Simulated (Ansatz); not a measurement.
## Fields on a plane of ZnO (wurtzite)

```
ZnO
1.0
    3.22975     0.00000     0.00000
   -1.61488     2.79705     0.00000
    0.00000     0.00000     5.21478
Zn O
2 2
Direct
  0.66667   0.33333   0.00204
  0.33333   0.66667   0.50204
  0.66667   0.33333   0.62316
  0.33333   0.66667   0.12316
```

The slice is a (-1 1 0 2) plane (indices of the conventional cell) through the point (0.667, 0.333, 0.623) (fractional), spanned by u = [110] and v = [1 -1 1] in vectors of this cell: u (3.23 Å) and v (7.65 Å, at 90° to u). It covers one period; positions are fractions (u, v).

Atoms on it: O at (0.00, 0.00). Other atoms lie within 1 Å of the plane.

All values below come from PBEsol (plane waves to 420 eV, PAW, scalar-relativistic; Ansatz, a first-principles code). k mesh 12×12×7. Near the nuclei the fields are pseudised (PAW); where an atom keeps semicore shells as valence, they peak there. ZnO was relaxed with its symmetry unable to fall.

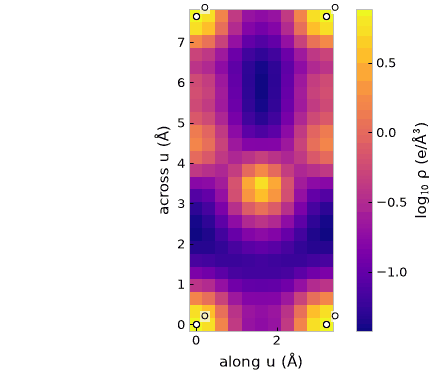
Figure: Log₁₀ of the valence density in e/Å³, one period of the plane, atoms marked. The scale is logarithmic, as a density can span decades between atoms and voids.

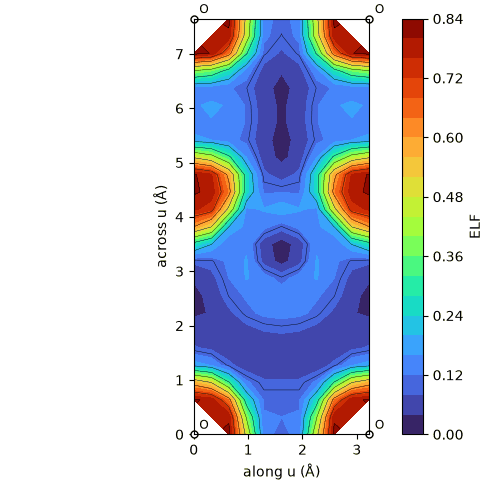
Fig. 1. Electron localisation function (ELF), one period of the plane, atoms marked. Points within 0.4 Å of a nucleus are left white, as the pseudised field means little there.
